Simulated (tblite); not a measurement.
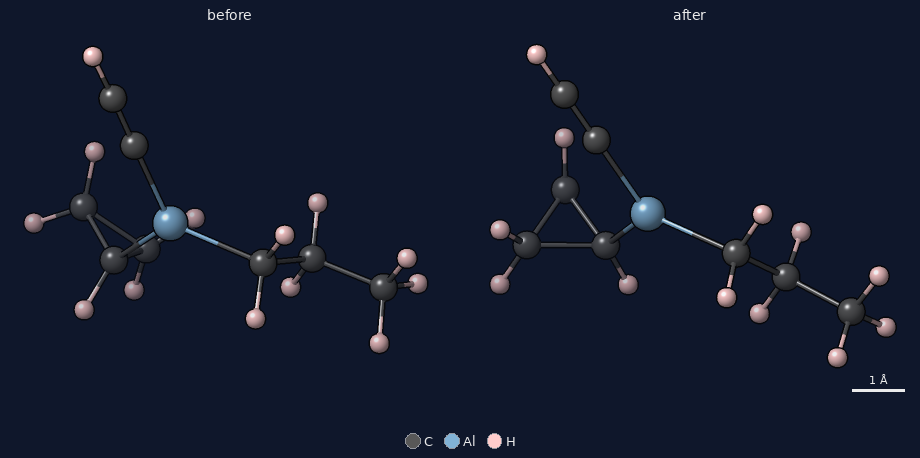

The structure of C8H13Al before (left) and after (right) a relaxation, at one scale.

The picture is a ball-and-stick view, seen from a free direction.

These are results of GFN2-xTB geometry optimisation, gas phase (tblite 0.8.0), not measurements. 

What changed between the two?

The atom that moves furthest after the best rigid fit is an H atom (2.40 Å). By element the largest moves are H 2.40 Å, C 1.39 Å, Al 0.51 Å. Some distances before and after: C–H 1.115 → 1.081 Å, C–C 1.512 → 1.484 Å, Al–C 2.006 → 1.985 Å, C–C 1.192 → 1.212 Å. Bond angles that change, for instance: H–C–H 121.6° → 113.5°, C–C–H 113.2° → 118.7°, C–Al–C 119.2° → 114.6°. Groups turn about Al–C by about 80°, Al–C by about 30°. The energy falls by 34.2 kJ/mol in 198 geometry steps.
